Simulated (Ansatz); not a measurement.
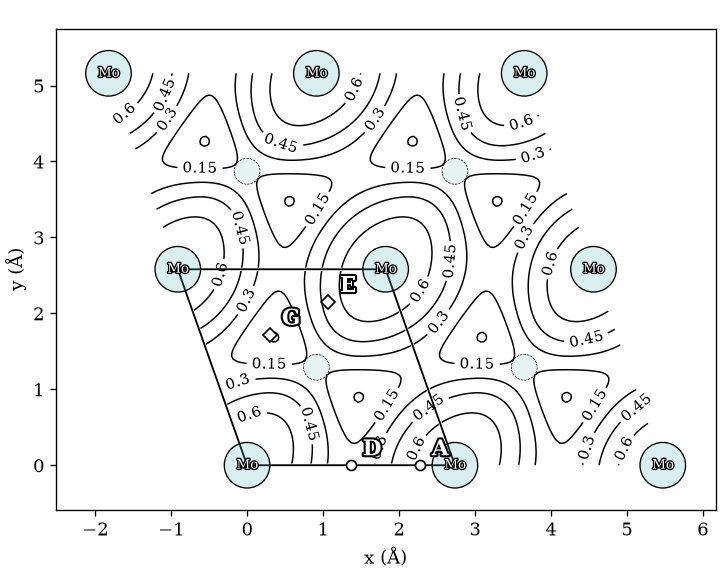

Cl on a Mo(110) slab cut from the Im-3m phase, its upper half relaxed before the scan (12 atoms of substrate and one adsorbate in a 2 × 2 cell). Cl is moved over the surface cell; relaxed at each place: the height of the adsorbate's atoms; substrate rigid; the origin of the map has the adsorbate above Mo9. Places are given modulo a cell vector. The map is drawn in real space over the plane of the surface. The scan uses a 6 × 6 grid; 13 points were computed and 23 follow by symmetry. Places are given in fractions of the 1 × 1 surface cell. Energies are in eV, from the lowest grid point. The calculation used DFT PBE, scalar-relativistic, plane waves, PAW (Ansatz 0.2.0). Settings: cutoff 420 eV, k-mesh 5×5×1, gaussian smearing 0.1 eV, no spin polarisation.

In the figure: contour lines labelled in eV, labelled circles for the atoms of the top layer and small ones for the second layer, the outline of one cell of the 2 × 2 shown, lettered points. Between grid points the surface is interpolated.

Is A the lowest point of the computed grid?

No. A lies 0.65 eV above the lowest grid point, which is at (2/6, 4/6) of the cell vectors [nearest 1 Mo at 2.45 Å].

Rank the lettered points by energy, lowest first.

G (0.00 eV), D (0.18 eV), E (0.50 eV), A (0.65 eV).

What kind of point is each of D, E, G: minimum, saddle, maximum or slope?

D: saddle point; E: on a slope; G: minimum. (In these two coordinates alone; a stationary point may lie a little off the grid point.)

PAW datasets: the set soft_1.
